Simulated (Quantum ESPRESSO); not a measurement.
# AlNi (Pm-3m): from the cell to the phonon bands, part 3 of 3

How does AlNi (Pm-3m) vibrate, and is this structure a minimum?

Quantum ESPRESSO 7.5; DFT PBE, scalar-relativistic, plane waves, GBRV ultrasoft pseudopotentials.

So far, highest frequency (cm⁻¹): step 9 (dispersion) 360. The relaxed cell has a = 2.893 Å (conventional setting).

The database entry behind the starting cell differs from later determinations by our own check (about 0.2 % short), so it need not match the best structure at ambient conditions.

## (10) Sums over the zone

Sums over the zone need many more wavevectors than were solved, so the interpolation is sampled on a dense mesh.

Input file matdyn.in:

```
&input
   asr = 'crystal'
   flfrc = 'x.fc'
   dos = .true.
   fldos = 'x.dos'
   nk1 = 16
   nk2 = 16
   nk3 = 16
   deltaE = 1.0
   la2F = .true.
/
```

Command:

```
$ matdyn.x -in matdyn.in > matdyn.out
```

Numbers of over 12 decimals in the logs are rounded to 6 here.

What it wrote:

```text
[banner, memory and clock lines left out]
Program MATDYN v.7.5

 mass for atomic type   1 not given; uses mass from file x.fc
 mass for atomic type   2 not given; uses mass from file x.fc
 Norm of the difference between old and new effective charges:    0.000000

 Norm of the difference between old and new force-constants:   5.03101e-05

     Message from routine matdyn:
     Z* not found in file x.fc, TO-LO splitting at q=0 will be absent!
 Norm of the difference between old and new effective charges:    0.000000

 Norm of the difference between old and new force-constants:   0.000377663

 Norm of the difference between old and new effective charges:    0.000000

 Norm of the difference between old and new force-constants:   0.000222481

 Norm of the difference between old and new effective charges:    0.000000

 Norm of the difference between old and new force-constants:   0.000226959

 Norm of the difference between old and new effective charges:    0.000000

 Norm of the difference between old and new force-constants:   0.000211894

 Norm of the difference between old and new effective charges:    0.000000

 Norm of the difference between old and new force-constants:   0.00019105

 Norm of the difference between old and new effective charges:    0.000000

 Norm of the difference between old and new force-constants:   0.000181455

 Norm of the difference between old and new effective charges:    0.000000

 Norm of the difference between old and new force-constants:   0.000184414

 Norm of the difference between old and new effective charges:    0.000000

 Norm of the difference between old and new force-constants:   0.000198948

 Norm of the difference between old and new effective charges:    0.000000

 Norm of the difference between old and new force-constants:   0.000226081

 Norm of the difference between old and new effective charges:    0.000000

 Norm of the difference between old and new force-constants:   0.000268974

Note: The following floating-point exceptions are signalling: IEEE_UNDERFLOW_FLAG
```

Run time: 20 s. Hardware: 1 thread of Arm Neoverse V1, shared host.

Numbers from this step:

```yaml
share_of_modes_beyond_3i_cm_minus1_on_the_dense_interpolated_mesh: 0
zero_point_energy_per_atom: 41.45 meV
heat_capacity_at_300_k: 22.44 J/(mol atoms K)
vibrational_entropy_at_300_k: 26.84 J/(mol atoms K)
```

The phonon density of states has structure finer than the step of the table below, so its rows give means over 20 cm⁻¹, whole bins alone (the curve runs from 0 to 360 cm⁻¹). Peaks (cm⁻¹: height): total 122.0: 0.0431, 142.0: 0.0445, 170.0: 0.0751, 286.0: 0.0341, 344.0: 0.0441; Al 122.0: 0.00609, 286.0: 0.0295, 344.0: 0.0394; Ni 122.0: 0.0370, 142.0: 0.0408, 170.0: 0.0734.

Tetrahedra. Table of phonon density of states by wavenumber; means over each step; values in 1/cm⁻¹/cell:

| wavenumber (cm⁻¹) | total | Al | Ni |
| --- | --- | --- | --- |
| 20 | 6.5e-5 | 2.0e-5 | 4.4e-5 |
| 40 | 5.1e-4 | 1.5e-4 | 3.5e-4 |
| 60 | 0.00147 | 4.1e-4 | 0.00105 |
| 80 | 0.00355 | 9.0e-4 | 0.00265 |
| 100 | 0.0166 | 0.00306 | 0.0135 |
| 120 | 0.0330 | 0.00476 | 0.0283 |
| 140 | 0.0354 | 0.00331 | 0.0321 |
| 160 | 0.0389 | 0.00164 | 0.0372 |
| 180 | 0.0206 | 2.9e-4 | 0.0204 |
| 200 | 0 | 0 | 0 |
| 220 | 0 | 0 | 0 |
| 240 | 0 | 0 | 0 |
| 260 | 0.0185 | 0.0178 | 7.4e-4 |
| 280 | 0.0317 | 0.0279 | 0.00377 |
| 300 | 0.0258 | 0.0228 | 0.00300 |
| 320 | 0.0297 | 0.0267 | 0.00303 |
| 340 | 0.0385 | 0.0348 | 0.00370 |

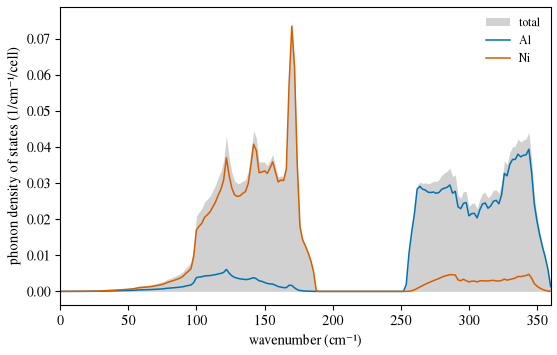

Phonon density of states against wavenumber.

Harmonic thermodynamic functions per atom, summed over the density of states scaled to three modes an atom; melting is ignored. Thermodynamic functions:

| T (K) | F_vib (meV/atom) | S (J/mol-atom/K) | C_V (J/mol-atom/K) |
| --- | --- | --- | --- |
| 0 | 41.45 | 0 | 0 |
| 50 | 41.27 | 1.471 | 4.185 |
| 100 | 39.17 | 6.924 | 12.08 |
| 200 | 25.94 | 18.21 | 19.89 |
| 300 | 2.39 | 26.84 | 22.44 |
| 400 | -29 | 33.46 | 23.48 |
| 500 | -66.51 | 38.76 | 23.99 |
| 600 | -109 | 43.16 | 24.27 |
| 700 | -155.8 | 46.91 | 24.45 |
| 800 | -206.1 | 50.19 | 24.56 |
| 900 | -259.6 | 53.08 | 24.64 |
| 1000 | -316 | 55.68 | 24.7 |

At 300 K the heat capacity has reached 90 % of the Dulong-Petit value.

## (11) Modes with the sum rule

A rigid shift of the crystal must cost nothing, but grids and finite bases break this; the acoustic sum rule is imposed before the matrix is diagonalised again.

Input file dynmat.in:

```
&input
   fildyn = 'x.dyn1'
   asr = 'simple'
   fileig = 'dynmat.eig'
/
```

Command:

```
$ dynmat.x -in dynmat.in > dynmat.out
```

What it wrote:

```text
[banner, memory and clock lines left out]
Program DYNMAT v.7.5

     Reading Dynamical Matrix from file x.dyn1
     ...Force constants read
     ...epsilon and Z* not read (not found on file)
     A direction for q was not specified:TO-LO splitting will be absent

     Polarizability (A^3 units)
     multiply by 1.000000 for Clausius-Mossotti correction
         0.000000    0.000000    0.000000
         0.000000    0.000000    0.000000
         0.000000    0.000000    0.000000

     IR activities are in (D/A)^2/amu units

# mode   [cm-1]    [THz]      IR
    1      0.00    0.0000    0.0000
    2      0.00    0.0000    0.0000
    3      0.00    0.0000    0.0000
    4    289.63    8.6829    0.0000
    5    289.63    8.6829    0.0000
    6    289.63    8.6829    0.0000
```

It took 0.46 s on 1 thread.

Unit eigenvectors of the mass-weighted matrix after the sum rule; no LO-TO term. Modes at Γ, with each element's share of the kinetic energy:

| mode | frequency (cm⁻¹) | symmetry | Al % | Ni % |
| --- | --- | --- | --- | --- |
| 1 | 0.0 | acoustic | 31 | 69 |
| 2 | 0.0 | acoustic | 31 | 69 |
| 3 | 0.0 | acoustic | 31 | 69 |
| 4 | 289.6 | T1u | 69 | 31 |
| 5 | 289.6 | T1u | 69 | 31 |
| 6 | 289.6 | T1u | 69 | 31 |

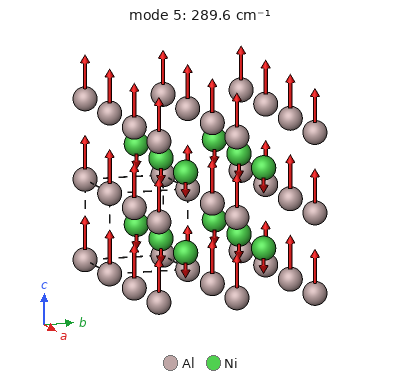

Displacement patterns of mode 5 at Γ; arrows are exaggerated. 3×2×2 cells are drawn. Some periodic images of atoms are drawn too.

The rule moves no optical mode by more than 0.1 cm⁻¹.

## (12) Check by a frozen phonon

The atoms are moved along one mode, by 0.015 Å at most in any Cartesian component, and the restoring forces give its frequency without the response code: a check of the response kernel of this functional.

Input file frozen.in:

```
&control
   calculation = 'scf'
   prefix = 'x'
   outdir = './tmp'
   pseudo_dir = './pseudo'
   tprnfor = .true.
/
&system
   ibrav = 1
   celldm(1) = 5.46725696
   nat = 2
   ntyp = 2
   ecutwfc = 45.0
   ecutrho = 270.0
   occupations = 'smearing'
   smearing = 'mv'
   degauss = 0.02
/
&electrons
   conv_thr = 1.0d-11
   mixing_beta = 0.7
   electron_maxstep = 100
/
ATOMIC_SPECIES
 Al     26.9815  Al.upf
 Ni     58.6934  Ni.upf
ATOMIC_POSITIONS crystal
 Al     0.005184664   0.000000000   0.000000000
 Ni     0.497616563   0.500000000   0.500000000
K_POINTS automatic
 12 12 12 0 0 0
```

Command:

```
$ OMP_NUM_THREADS=1 mpirun -n 4 pw.x -nk 4 -in frozen.in > frozen.out
```

What it wrote:

```text
[banners, grids, parts of the stress and lines that vanish by symmetry left out]
[banner, memory and clock lines left out]
Program PWSCF v.7.5

     G-vector sticks info

     bravais-lattice index     =            1
     lattice parameter (alat)  =       5.4673  a.u.
     unit-cell volume          =     163.4212 (a.u.)^3
     number of atoms/cell      =            2
     number of atomic types    =            2
     number of electrons       =        21.00
     number of Kohn-Sham states=           15
     kinetic-energy cutoff     =      45.0000  Ry
     charge density cutoff     =     270.0000  Ry
     scf convergence threshold =      1.0E-11
     mixing beta               =       0.7000
     number of iterations used =            8  plain     mixing
     Exchange-correlation=  SLA  PW   PBX  PBC
                           (   1   4   3   4   0   0   0)

     celldm(1)=   5.467257  celldm(2)=   0.000000  celldm(3)=   0.000000
     celldm(4)=   0.000000  celldm(5)=   0.000000  celldm(6)=   0.000000

     crystal axes: (cart. coord. in units of alat)
               a(1) = (   1.000000   0.000000   0.000000 )
               a(2) = (   0.000000   1.000000   0.000000 )
               a(3) = (   0.000000   0.000000   1.000000 )

     reciprocal axes: (cart. coord. in units 2 pi/alat)
               b(1) = (  1.000000  0.000000  0.000000 )
               b(2) = (  0.000000  1.000000  0.000000 )
               b(3) = (  0.000000  0.000000  1.000000 )

     PseudoPot. # 1 for Al read from file:
     ./pseudo/Al.upf
     Pseudo is Ultrasoft + core correction, Zval =  3.0
     Using radial grid of  893 points,  3 beta functions with:
                l(1) =   0
                l(2) =   1
                l(3) =   2
     Q(r) pseudized with  8 coefficients,  rinner =    0.900   0.900   0.900
                                                       0.900   0.900

     PseudoPot. # 2 for Ni read from file:
     ./pseudo/Ni.upf
     Pseudo is Ultrasoft + core correction, Zval = 18.0
     Using radial grid of  865 points,  6 beta functions with:
                l(1) =   0
                l(2) =   0
                l(3) =   1
                l(4) =   1
                l(5) =   2
                l(6) =   2
     Q(r) pseudized with 10 coefficients,  rinner =    0.980   0.980   0.980
                                                       0.980   0.980

     atomic species   valence    mass     pseudopotential
     Al                3.00    26.98150     Al( 1.00)
     Ni               18.00    58.69340     Ni( 1.00)

      8 Sym. Ops. (no inversion) found

   Cartesian axes

     site n.     atom                  positions (alat units)
         1        Al     tau(   1) = (   0.0051847   0.0000000   0.0000000  )
         2        Ni     tau(   2) = (   0.4976166   0.5000000   0.5000000  )

     number of k points=   196  Marzari-Vanderbilt smearing, width (Ry)=  0.0200

     Number of k-points >= 100: set verbosity='high' to print them.

     Dense  grid:    12197 G-vectors     FFT dimensions: (  30,  30,  30)

     Smooth grid:     6667 G-vectors     FFT dimensions: (  24,  24,  24)

     Check: negative core charge=   -0.000007

     Initial potential from superposition of free atoms

     starting charge      18.9975, renormalised to      21.0000
     Starting wfcs are   17 randomized atomic wfcs

     per-process dynamical memory:    23.6 Mb

     Self-consistent Calculation

     iteration #  1     ecut=    45.00 Ry     beta= 0.70
     Davidson diagonalization with overlap
     ethr =  1.00E-02,  avg # of iterations =  6.0

     total energy              =    -313.98498790 Ry
     estimated scf accuracy    <      54.79657803 Ry

     iteration #  2     ecut=    45.00 Ry     beta= 0.70
     Davidson diagonalization with overlap
     ethr =  1.00E-02,  avg # of iterations =  3.6

     total energy              =    -350.05975820 Ry
     estimated scf accuracy    <      76.85731079 Ry

     iteration #  3     ecut=    45.00 Ry     beta= 0.70
     Davidson diagonalization with overlap
     ethr =  1.00E-02,  avg # of iterations =  2.6

     total energy              =    -350.55578578 Ry
     estimated scf accuracy    <      14.31246799 Ry

     iteration #  4     ecut=    45.00 Ry     beta= 0.70
     Davidson diagonalization with overlap
     ethr =  1.00E-02,  avg # of iterations =  2.2

     total energy              =    -350.96600353 Ry
     estimated scf accuracy    <       4.22565164 Ry

     iteration #  5     ecut=    45.00 Ry     beta= 0.70
     Davidson diagonalization with overlap
     ethr =  1.00E-02,  avg # of iterations =  1.1

     total energy              =    -349.27393051 Ry
     estimated scf accuracy    <       3.63257736 Ry

     iteration #  6     ecut=    45.00 Ry     beta= 0.70
     Davidson diagonalization with overlap
     ethr =  1.00E-02,  avg # of iterations =  2.2

     total energy              =    -350.29337125 Ry
     estimated scf accuracy    <       1.48254599 Ry

     iteration #  7     ecut=    45.00 Ry     beta= 0.70
     Davidson diagonalization with overlap
     ethr =  7.06E-03,  avg # of iterations =  1.1

     total energy              =    -350.62631382 Ry
     estimated scf accuracy    <       1.88857582 Ry

     iteration #  8     ecut=    45.00 Ry     beta= 0.70
     Davidson diagonalization with overlap
     ethr =  7.06E-03,  avg # of iterations =  1.4

     total energy              =    -349.48318530 Ry
     estimated scf accuracy    <       6.05977884 Ry

     iteration #  9     ecut=    45.00 Ry     beta= 0.70
     Davidson diagonalization with overlap
     ethr =  7.06E-03,  avg # of iterations =  2.0

     total energy              =    -350.07697762 Ry
     estimated scf accuracy    <       0.01197845 Ry

     iteration # 10     ecut=    45.00 Ry     beta= 0.70
     Davidson diagonalization with overlap
     ethr =  5.70E-05,  avg # of iterations =  4.0

     total energy              =    -350.09291392 Ry
     estimated scf accuracy    <       0.05143402 Ry

     iteration # 11     ecut=    45.00 Ry     beta= 0.70
     Davidson diagonalization with overlap
     ethr =  5.70E-05,  avg # of iterations =  1.7

     total energy              =    -350.08756509 Ry
     estimated scf accuracy    <       0.09868952 Ry

     iteration # 12     ecut=    45.00 Ry     beta= 0.70
     Davidson diagonalization with overlap
     ethr =  5.70E-05,  avg # of iterations =  1.1

     total energy              =    -350.08734837 Ry
     estimated scf accuracy    <       0.05369405 Ry

     iteration # 13     ecut=    45.00 Ry     beta= 0.70
     Davidson diagonalization with overlap
     ethr =  5.70E-05,  avg # of iterations =  1.0

     total energy              =    -350.06992900 Ry
     estimated scf accuracy    <       0.04945175 Ry

     iteration # 14     ecut=    45.00 Ry     beta= 0.70
     Davidson diagonalization with overlap
     ethr =  5.70E-05,  avg # of iterations =  2.2

     total energy              =    -350.07933713 Ry
     estimated scf accuracy    <       0.01279191 Ry

[...]
total energy              =    -350.08071190 Ry
[...]
iteration # 20     ecut=    45.00 Ry     beta= 0.70
     Davidson diagonalization with overlap
     ethr =  4.91E-08,  avg # of iterations =  1.0

     total energy              =    -350.08071221 Ry
     estimated scf accuracy    <       0.00000249 Ry

     iteration # 21     ecut=    45.00 Ry     beta= 0.70
     Davidson diagonalization with overlap
     ethr =  1.19E-08,  avg # of iterations =  1.1

     total energy              =    -350.08071229 Ry
     estimated scf accuracy    <       0.00000055 Ry

     iteration # 22     ecut=    45.00 Ry     beta= 0.70
     Davidson diagonalization with overlap
     ethr =  2.62E-09,  avg # of iterations =  1.5

     total energy              =    -350.08071231 Ry
     estimated scf accuracy    <       0.00000007 Ry

     iteration # 23     ecut=    45.00 Ry     beta= 0.70
     Davidson diagonalization with overlap
     ethr =  3.44E-10,  avg # of iterations =  1.8

     total energy              =    -350.08071232 Ry
     estimated scf accuracy    <       0.00000001 Ry

     iteration # 24     ecut=    45.00 Ry     beta= 0.70
     Davidson diagonalization with overlap
     ethr =  5.70E-11,  avg # of iterations =  1.4

     total energy              =    -350.08071231 Ry
     estimated scf accuracy    <          3.9E-09 Ry

     iteration # 25     ecut=    45.00 Ry     beta= 0.70
     Davidson diagonalization with overlap
     ethr =  1.84E-11,  avg # of iterations =  1.1

     total energy              =    -350.08071232 Ry
     estimated scf accuracy    <          3.3E-11 Ry

     iteration # 26     ecut=    45.00 Ry     beta= 0.70
     Davidson diagonalization with overlap
     ethr =  1.59E-13,  avg # of iterations =  2.7

     End of self-consistent calculation

     Number of k-points >= 100: set verbosity='high' to print the bands.

     the Fermi energy is    13.6183 ev

!    total energy              =    -350.08071232 Ry
     estimated scf accuracy    <          3.1E-12 Ry
     smearing contrib. (-TS)   =       0.00081956 Ry
     internal energy E=F+TS    =    -350.08153188 Ry

     The total energy is F=E-TS. E is the sum of the following terms:
     one-electron contribution =    -264.58679966 Ry
     hartree contribution      =     143.17142102 Ry
     xc contribution           =     -40.01283044 Ry
     ewald contribution        =    -188.65332280 Ry

     convergence has been achieved in  26 iterations

     Forces acting on atoms (cartesian axes, Ry/au):

     atom    1 type  1   force =    -0.00485603    0.00000000    0.00000000
     atom    2 type  2   force =     0.00485603    0.00000000    0.00000000

     Total force =     0.006867     Total SCF correction =     0.000000

     XML data file, charge density, pseudopotentials, collected wavefunctions
```

Wall time 21 s (4 MPI ranks).

Read from the output:

```yaml
frequency_from_the_forces: 289.6 cm⁻¹
frequency_from_linear_response: 289.6 cm⁻¹
```

The forces give 289.6 cm⁻¹ against 289.6 cm⁻¹ from linear response after the sum rule.

## (13) Summary of results

- space group after relaxation: Pm-3m
- volume per atom: 12.1 Å³
- highest optical zone-centre mode (no LO-TO term): 289.6 cm⁻¹
- q mesh: 3×3×3
- lowest mode on the q mesh (acoustic ones at the zone centre apart): 97.1 cm⁻¹
- zero-point energy per atom: 41.5 meV
- heat capacity at 300 K: 22.4 J/(mol atoms K)
- vibrational entropy at 300 K: 26.8 J/(mol atoms K)
- imaginary modes on the q mesh: none

What this shows: AlNi (Pm-3m) is dynamically stable on the 3×3×3 mesh; its spectrum reaches 360 cm⁻¹. At the PBE level the optical modes of AlNi (Pm-3m) at the zone centre lie at 290 cm⁻¹. Along axes with an odd number of divisions the mesh misses the zone-boundary points at one half, where instabilities often lie; those are only interpolated. These are harmonic frequencies at zero temperature: anharmonic shifts and linewidths and thermal expansion are left out. In a metal the frequencies hang on the k mesh and the smearing, most of all near Kohn anomalies. The runs are without spin polarisation, although the cell has an odd electron count or an open d or f shell, so a magnetic state was not tested. The λ that matdyn.x prints is not taken as a result: on such q meshes it can be far off, most of all in cells of several atoms. The q mesh stands for a supercell only 8.7 Å across, so branches between the solved wavevectors are rough.

[Host names and launcher messages were left out of these logs when they were recorded.]

[Logs are printed without paths, hosts, clocks, repeated set-up lines and the standing remarks that a program may print on its own settings, such as how far it seeks lower states.]

[Hosts, paths, dates, database ids (printed as entryN), source tags and the programs' standing remarks are cut or masked in the printed files.]
